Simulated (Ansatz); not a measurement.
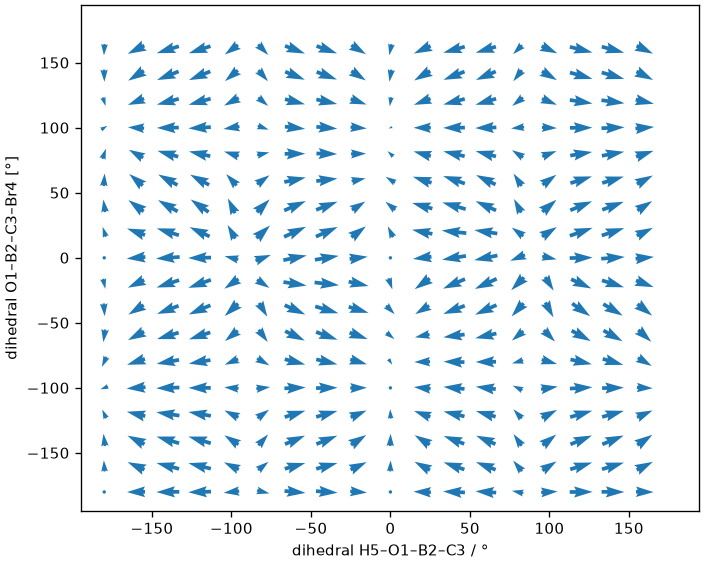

CH₄BBrO, SMILES OBCBr. Coordinates scanned: (1) dihedral H5–O1–B2–C3; (2) dihedral O1–B2–C3–Br4. Nothing is relaxed (all other coordinates rigid). The grid has 18 × 18 points. Points are written as (first, second). The calculation used RKS r2SCAN-D4/def2-SVP in Ansatz.

In the figure: arrows along the force (downhill), their lengths compressed.

### The arrows alone are given. Where are the wells?

The arrows converge at about (175°, −105°); about (−175°, 105°) (0.21 kJ/mol up); about (0°, −95°) (10 kJ/mol up); (0°, 100°) (10 kJ/mol up) (read from the interpolated surface).

The energy map of the same scan:

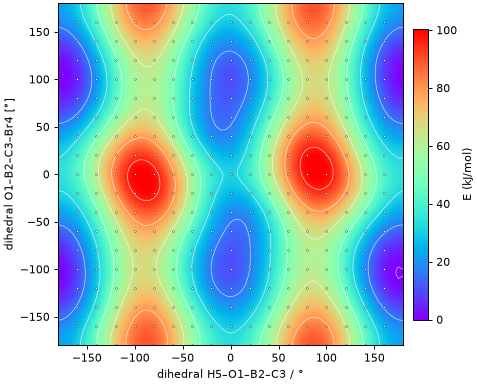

Energies are in kJ/mol, from the lowest grid point; between grid points the surface is interpolated.
